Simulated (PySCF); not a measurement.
# CH8NSi2 (SMILES CN([SiH2])[SiH3]) at UTPSSh/aug-cc-pVDZ (max memory mb 1860)

Aim: the vertical ionisation energy of CH8NSi2 at UTPSSh/aug-cc-pVDZ (max memory mb 1860), from 2 runs. Input form: a Python script.

The results are computed with PySCF 2.14.0.

### Step 1. The system as given

CH8NSi2 has 12 atoms, charge 0, and is taken as a doublet. SMILES: `CN([SiH2])[SiH3]`. Geometry: relaxed at PBE0-D4/def2-TZVP.

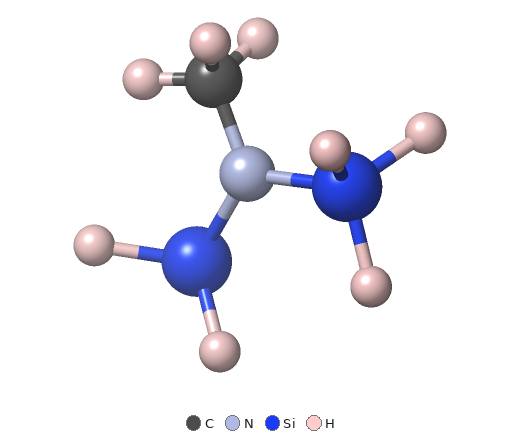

Viewed from a chosen angle; carbon dark grey, nitrogen light blue, silicon blue, hydrogen pink.

### Step 2. A single-point energy at UTPSSh/aug-cc-pVDZ (max memory mb 1860)

File input.py:

```python
from pyscf import gto, dft

system = gto.M(
    atom='''
C       -0.523500       1.339500      -0.223600
N       -0.111200      -0.010100       0.150900
Si      -0.711200      -0.678700       1.628500
Si       0.759000      -0.910200      -1.047200
H       -1.338600       1.335100      -0.955900
H       -0.862800       1.896700       0.653300
H        0.316100       1.893400      -0.656900
H       -0.663800       0.395400       2.668900
H        0.167000      -1.823000       2.006100
H       -0.035700      -1.053200      -2.299300
H        2.014300      -0.189800      -1.397400
H        1.067300      -2.250300      -0.493400
''',
    spin=1,
    verbose=3,
    max_memory=1860,
    charge=0,
    basis='aug-cc-pvdz',
)

ks = dft.UKS(system, xc='tpssh')
ks.conv_tol = 1e-10
ks.grids.level = 1
ks.kernel()
if not ks.converged:
    ks = ks.newton().run(ks.mo_coeff, ks.mo_occ)

e_final = ks.e_tot
print('E = %.10f Eh' % e_final)
```

Launch:

```sh
$ OMP_NUM_THREADS=1 python input.py
```

What it wrote:

```text
converged SCF energy = -676.682309232471  <S^2> = 0.75304905  2S+1 = 2.0030467
E = -676.6823092325 Eh
```

Run time: 54 s. Hardware: 1 thread of Arm Neoverse V2, shared host; peak memory 1.3 GiB.

### Step 3. The singlet cation, same level

File job.py:

```python
from pyscf import gto, dft

mol = gto.Mole()
mol.atom = '''
C   -0.523500   1.339500  -0.223600
N   -0.111200  -0.010100   0.150900
Si  -0.711200  -0.678700   1.628500
Si   0.759000  -0.910200  -1.047200
H   -1.338600   1.335100  -0.955900
H   -0.862800   1.896700   0.653300
H    0.316100   1.893400  -0.656900
H   -0.663800   0.395400   2.668900
H    0.167000  -1.823000   2.006100
H   -0.035700  -1.053200  -2.299300
H    2.014300  -0.189800  -1.397400
H    1.067300  -2.250300  -0.493400
'''
mol.max_memory = 1860
mol.verbose = 3
mol.basis = 'aug-cc-pvdz'
mol.charge = 1
mol.build()

calc0 = dft.RKS(mol)
calc0.xc = 'tpssh'
calc0.conv_tol = 1e-10
calc0.grids.level = 1
calc0.kernel()
if not calc0.converged:
    calc0 = calc0.newton().run(calc0.mo_coeff, calc0.mo_occ)

energy = calc0.e_tot
print('E = %.10f Eh' % energy)
```

Launch:

```sh
$ OMP_NUM_THREADS=1 python job.py
```

What it wrote:

```text
converged SCF energy = -676.413822342129
E = -676.4138223421 Eh
```

It took 29 s on 1 thread of Arm Neoverse V2, shared host; peak memory 1.3 GiB.

### Step 4. What came out

At UTPSSh/aug-cc-pVDZ (max memory mb 1860):

| quantity | value |
| --- | --- |
| doublet CH8NSi2: total energy | -676.68231 Eh |
| doublet CH8NSi2: dipole moment | 1.20 D |
| doublet CH8NSi2: HOMO energy (highest over α and β) | -4.85 eV |
| doublet CH8NSi2: LUMO energy (lowest over α and β) | -2.43 eV |
| doublet CH8NSi2: ⟨S²⟩ | 0.753 |
| singlet cation: total energy | -676.41382 Eh |
| singlet cation: HOMO energy | -12.73 eV |
| singlet cation: LUMO energy | -9.60 eV |
| singlet cation: HOMO–LUMO gap | 3.12 eV |
| vertical ionisation energy (to the singlet cation) | 7.306 eV |

The vertical ionisation energy comes to 7.31 eV (168 kcal/mol). The negative HOMO energy of the first species, 4.85 eV, lies 2.46 eV below that difference. Mulliken charges (singlet cation) run from -0.50 on Si4 to +0.89 on C1; in a basis this large or diffuse they mean little.
